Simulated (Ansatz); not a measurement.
# H2O3 (trioxidane) at 5 levels

Aim: a comparison of 5 runs (UHF/STO-3G, CAM-B3LYP/STO-3G, UB3LYP/STO-3G, revPBE/STO-3G, CCSD(T)/STO-3G) of H2O3 (trioxidane). 

Program for the calculation: Ansatz 0.2.0.

27 further runs of the same task are left out: 2 that didn't finish, 25 set aside as unsound or not needed.

### Step 1. Starting point

H2O3: 5 atoms, total charge 0, spin state singlet. SMILES: `OOO`. The H4–O1 distance was set to 1.210 Å, away from the relaxed value.

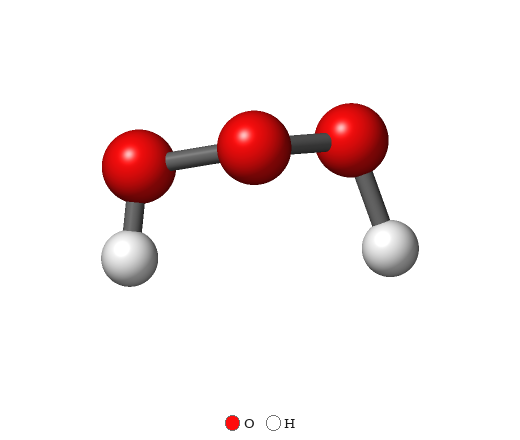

The structure, seen from a chosen angle (oxygen red, hydrogen white).

### Step 2. The energy at UHF/STO-3G (run 1)

File molecule.yaml:

```yaml
crystal:
  periodic: [false, false, false]
  atoms:
    - symbol: O
      position_ang: [-0.882808, -0.881991, -0.011381]
    - symbol: O
      position_ang: [-0.048138, -0.225601, 0.904989]
    - symbol: O
      position_ang: [1.258602, -0.248871, 0.395829]
    - symbol: H
      position_ang: [-1.310410, 0.028200, -0.685190]
    - symbol: H
      position_ang: [1.324792, 0.600179, -0.065241]
basis:
  gaussian: {orbitals: STO-3G}
magnetization: {spin_polarized: true}
hamiltonian: {xc: hf}
accuracy: high
```

Run with:

```console
$ ansatz run molecule.yaml --threads 1 --pin off --max-ram 3480MiB --events-out events.jsonl --progress --plain --runs-dir runs
```

Log:

```text
Warning: RAYON_NUM_THREADS=1 ignored (pool sized by the plan → 1); use --threads N
Functional definition: HF
  name "HF"
  exchange = exact_x
  correlation = 0
296 factors; integrals over basis functions are off by at most 4.4e-8 eV
mean field evaluation 1: about -6054.4275 eV, gradient 1.1e1 eV
mean field evaluation 2: about -6054.6504 eV, gradient 1.1e1 eV
mean field evaluation 4: about -6055.6886 eV, gradient 8.4e-1 eV
mean field evaluation 8: about -6055.6945 eV, gradient 2.3e-6 eV
mean field -6055.69453304 eV, -222.5426693922 hartree, gradient 2.3e-8 eV, S^2 0.000000; 0 other end points of the search recorded, 0 dependent functions left out
reference -6055.69453304 eV, -222.5426693922 hartree; 13, 13 occupied and 4, 4 virtual orbitals, 296 factors
Total energy: -6055.69453304 eV, -222.5426693922 hartree
```

Run time: 0.1 s. Hardware: 1 thread of Arm Neoverse V1, shared host.

### Step 3. The energy at CAM-B3LYP/STO-3G (run 2)

File in.yaml:

```yaml
crystal:
  periodic: [false, false, false]
  atoms:
    - {symbol: O, position_ang: [-0.882808, -0.881991, -0.011381]}
    - {symbol: O, position_ang: [-0.048138, -0.225601, 0.904989]}
    - {symbol: O, position_ang: [1.258602, -0.248871, 0.395829]}
    - {symbol: H, position_ang: [-1.310410, 0.028200, -0.685190]}
    - {symbol: H, position_ang: [1.324792, 0.600179, -0.065241]}
basis:
  gaussian: {orbitals: STO-3G}
hamiltonian: {xc: {name: CAM-B3LYP}}
accuracy: high
```

Run with:

```console
$ ansatz run in.yaml --threads 1 --pin off --max-ram 3480MiB --events-out events.jsonl --progress --plain --runs-dir runs
```

Log:

```text
Warning: RAYON_NUM_THREADS=1 ignored (pool sized by the plan → 1); use --threads N
Functional definition: CAM-B3LYP
  name "CAM-B3LYP"
  parameter alpha = 0.19
  parameter beta = 0.46
  parameter omega = 0.33/bohr
  parameter ac = 0.81
  exchange = (1 - alpha - beta)*b88_x + beta*b88_x_sr(omega) + alpha*exact_x + beta*exact_x_lr(omega)
  correlation = (1 - ac)*vwn5_c + ac*lyp_c
296 factors; integrals over basis functions are off by at most 4.4e-8 eV
143 factors; integrals over basis functions are off by at most 6.5e-10 eV
mean field evaluation 1: about -6080.4611 eV, gradient 1.5e1 eV
mean field evaluation 2: about -6080.9466 eV, gradient 1.1e1 eV
mean field evaluation 4: about -6081.2923 eV, gradient 3.3e-1 eV
mean field evaluation 8: about -6081.2800 eV, gradient 3.7e-2 eV
mean field evaluation 16: about -6081.2800 eV, gradient 6.3e-7 eV
mean field -6081.27996708 eV, -223.4829167507 hartree, gradient 8.8e-8 eV, S^2 0.000000; 0 other end points of the search recorded, 0 dependent functions left out
reference -6081.27997778 eV, -223.4829171440 hartree; 13, 13 occupied and 4, 4 virtual orbitals, 296 factors
Total energy: -6081.27997778 eV, -223.4829171440 hartree
```

Run time: 1.1 s. Hardware: 1 thread of Arm Neoverse V1, shared host; peak memory 0.092 GiB.

Runs 3 to 4 aren't shown in full; the table further down has their settings and results.

### Step 4. The energy at CCSD(T)/STO-3G (run 5)

File run.yaml:

```yaml
crystal:
  periodic: [false, false, false]
  atoms:
    - {symbol: O, position_ang: [-0.882808, -0.881991, -0.011381]}
    - {symbol: O, position_ang: [-0.048138, -0.225601, 0.904989]}
    - {symbol: O, position_ang: [1.258602, -0.248871, 0.395829]}
    - {symbol: H, position_ang: [-1.310410, 0.028200, -0.685190]}
    - {symbol: H, position_ang: [1.324792, 0.600179, -0.065241]}
basis:
  gaussian:
    orbitals: STO-3G
correlation:
  method: ccsd_t
  frozen_orbitals: {H: 0, O: 1}
accuracy: high
scf:
  omitted_lower_state_checks: [cluster_reference, increment]
```

Run with:

```console
$ ansatz run run.yaml --threads 1 --pin off --max-ram 3480MiB --events-out events.jsonl --progress --plain --runs-dir runs
```

Log:

```text
Warning: RAYON_NUM_THREADS=1 ignored (pool sized by the plan → 1); use --threads N
Functional definition: HF
  name "HF"
  exchange = exact_x
  correlation = 0
these checks for a lower state are left out or cut short: cluster_reference, increment
296 factors; integrals over basis functions are off by at most 4.4e-8 eV
mean field evaluation 1: about -6054.4275 eV, gradient 1.6e1 eV
mean field evaluation 2: about -6054.6504 eV, gradient 1.6e1 eV
mean field evaluation 4: about -6055.6886 eV, gradient 1.2e0 eV
mean field evaluation 8: about -6055.6945 eV, gradient 1.3e-5 eV
mean field -6055.69453304 eV, -222.5426693922 hartree, gradient 9.2e-9 eV, S^2 0.000000; 0 other end points of the search recorded, 0 dependent functions left out
3 core orbitals not correlated: weight in the atoms' cores, before any rotation towards them, 1.000 or more for the frozen orbitals, at most 0.000 for the correlated occupied ones
reference -6055.69453304 eV, -222.5426693922 hartree; 10, 10 occupied and 4, 4 virtual orbitals, 296 factors
second order -3.56976148 eV of doubles, -0.00000000 eV of singles
cycle   1  -4.38078011 eV  change   -8.1e-1 eV  update   8.0e-2
cycle   2  -4.82619661 eV  change   -4.5e-1 eV  update   3.5e-2
cycle   3  -4.87452261 eV  change   -4.8e-2 eV  update   1.0e-2
cycle   4  -4.87989474 eV  change   -5.4e-3 eV  update   4.0e-3
cycle   5  -4.87919465 eV  change    7.0e-4 eV  update   1.2e-3
cycle   6  -4.87896364 eV  change    2.3e-4 eV  update   4.1e-4
cycle   7  -4.87881447 eV  change    1.5e-4 eV  update   1.8e-4
cycle   8  -4.87881503 eV  change   -5.6e-7 eV  update   7.9e-5
cycle   9  -4.87884607 eV  change   -3.1e-5 eV  update   3.1e-5
cycle  10  -4.87882909 eV  change    1.7e-5 eV  update   1.0e-5
cycle  11  -4.87882409 eV  change    5.0e-6 eV  update   4.2e-6
cycle  12  -4.87882280 eV  change    1.3e-6 eV  update   1.8e-6
cycle  13  -4.87882484 eV  change   -2.0e-6 eV  update   6.5e-7
cycle  14  -4.87882553 eV  change   -6.8e-7 eV  update   2.2e-7
cycle  15  -4.87882553 eV  change   3.1e-10 eV  update   1.0e-7
cycle  16  -4.87882543 eV  change    9.8e-8 eV  update   4.6e-8
cycle  17  -4.87882538 eV  change    5.3e-8 eV  update   2.9e-8
cycle  18  -4.87882516 eV  change    2.1e-7 eV  update   9.3e-8
cycle  19  -4.87882504 eV  change    1.2e-7 eV  update   3.7e-8
cycle  20  -4.87882502 eV  change    2.3e-8 eV  update   1.3e-8
cycle  21  -4.87882502 eV  change    3.5e-9 eV  update   5.9e-9
cycle  22  -4.87882502 eV  change  -6.8e-10 eV  update   2.5e-9
cycle  23  -4.87882502 eV  change  -3.2e-10 eV  update   1.0e-9
perturbative correction -0.05812830 eV, -0.0021361757 hartree
Total energy: -6060.63148637 eV, -222.7240990803 hartree
Checks for a lower state left out: cluster_reference, increment
```

Run time: 0.18 s. Hardware: 1 thread of Arm Neoverse V1, shared host.

### Step 5. Overview of the runs

```
run             level  frozen core orbitals  energy (Eh)  wall time
  1        UHF/STO-3G                     –  -222.542669      0.1 s
  2  CAM-B3LYP/STO-3G                     –  -223.482917      1.1 s
  3     UB3LYP/STO-3G                     –  -223.571037      1.8 s
  4     revPBE/STO-3G                     –  -223.544913        1 s
  5    CCSD(T)/STO-3G                     3  -222.724099     0.18 s
```

### Step 6. Summary of results

```
                                          quantity          value
                               run 5: total energy  -222.72410 Eh
run 5: correlation energy (3 core orbitals frozen)     -181.4 mEh
                             run 5: (T) correction      -2.14 mEh
                              run 5: T1 diagnostic          0.013
```

**Reading.** Totals of different functionals can't be ranked against each other. In runs 1, 2, 3, 4, 5 the basis is minimal, so the values are rough. All runs together took 4.1 s, the longest 1.8 s.
